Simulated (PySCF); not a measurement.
F₄H₇O (SMILES [OH3+].F.F.F.F) (charge +1)

Input

```
{"job": {"kind": "inter", "xc": "wB97M-D3(BJ)", "basis": "def2-SVPD", "pairs": false}, "charge": 1, "multiplicity": 1, "parts": [{"atoms": "0-3", "charge": 1, "multiplicity": 1}, {"atoms": "4-5", "charge": 0, "multiplicity": 1}, {"atoms": "6-7", "charge": 0, "multiplicity": 1}, {"atoms": "8-9", "charge": 0, "multiplicity": 1}, {"atoms": "10-11", "charge": 0, "multiplicity": 1}]}
O      0.638446    -0.417123    -0.032826
H      0.553912     0.204322    -0.800542
H      0.297273    -1.336334    -0.278990
H      1.568563    -0.437623     0.306244
F     -0.292841    -2.582162    -0.822922
H     -0.365014    -3.471733    -0.487249
F     -0.433179    -4.907982     0.078219
H     -0.828068    -5.641237    -0.331642
F      0.548542     1.078795    -2.144244
H      0.057631     1.793946    -2.473310
F      3.123203    -0.524460     0.706549
H      3.644726    -0.257170     1.425887
```

Launched as:

```sh
OMP_NUM_THREADS=1 python cluster_run.py task.json out
```

Geometry: PBE0-D3(BJ)/def2-SVPD.

The calculation used PySCF 2.14.0, wB97M-D3(BJ)/def2-SVPD, SCF density, gas phase.

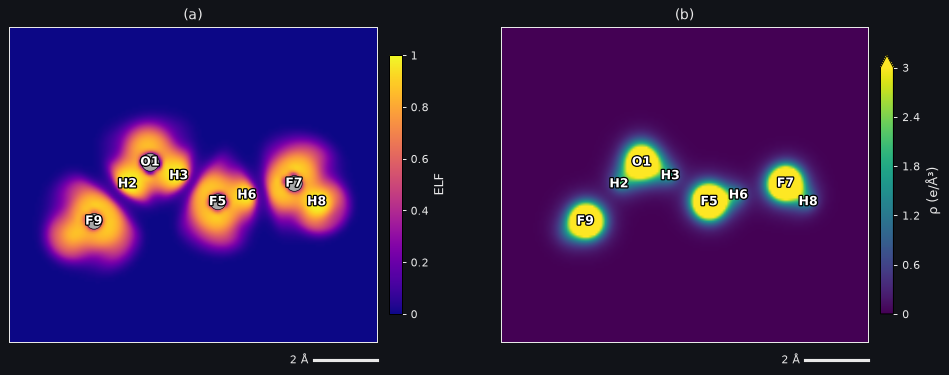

Figure 1. (a) electron localisation function; (b) total electron density on the plane of atoms H2, O1 and H3. Grey discs cover the atomic cores in the ELF map.

> Describe what can be read from this map.

The section cuts through O, H and F sites.
F5···H3 (1.48 Å): the density falls to about 0.42 e/Å³ on the way; the ELF dips to about 0.20 between them (by its geometry a hydrogen bond between the two molecules, with no shared pair).
F–H (0.95 Å): ρ at the midpoint is about 4.4 e/Å³; the ELF climbs to about 1 towards the hydrogen, as it does in any bond to H (an ordinary covalent bond to hydrogen).
O–H (0.99 Å): the density is about 3.7 e/Å³ at the midpoint; the ELF climbs to about 1 towards the hydrogen (a covalent bond by its length).
The ELF also peaks beside F5, F9 and F7, away from the bonds: lone-pair regions.

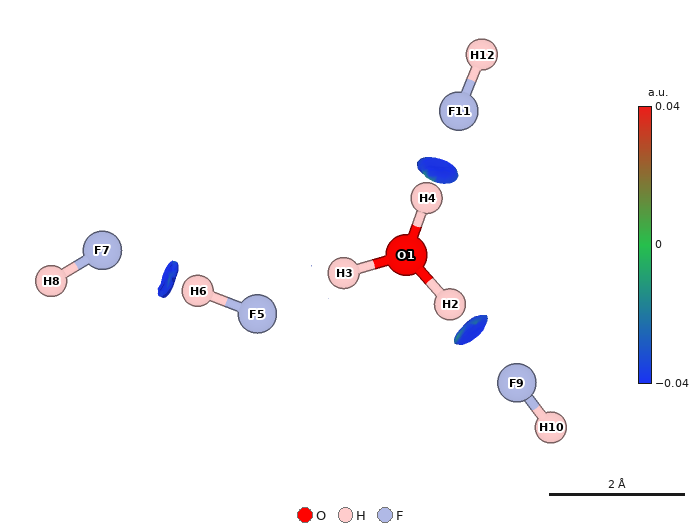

Figure 2. Non-covalent interaction (NCI) plot: the surface where the reduced density gradient is 0.5, for densities under 0.05 a.u., coloured by sign(λ₂)ρ; seen across its widest extent.

> Which non-covalent interactions does the plot reveal?

- H6···F7 (1.5 Å): a hydrogen bond (blue, attractive)
- H2···F9 (1.6 Å): a hydrogen bond (blue, attractive)
- H4···F11 (1.6 Å): a hydrogen bond (blue, attractive)
